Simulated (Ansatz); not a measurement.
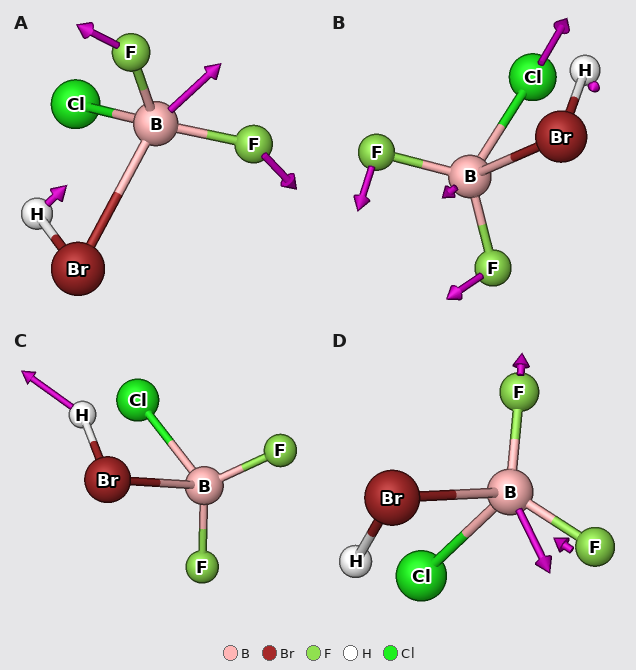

4 normal modes of one molecule or complex, as arrows. Harmonic vibrations computed with RKS PBE0-D4/def2-SVP (Ansatz 0.2.0) at a stationary point of the same level. It is a saddle point of order 1.

Match the panels to the wavenumbers 345 cm⁻¹, 551 cm⁻¹, 1230 cm⁻¹, 1445 cm⁻¹.

A: 551 cm⁻¹
B: 345 cm⁻¹, B–Cl stretching
C: 1230 cm⁻¹
D: 1445 cm⁻¹
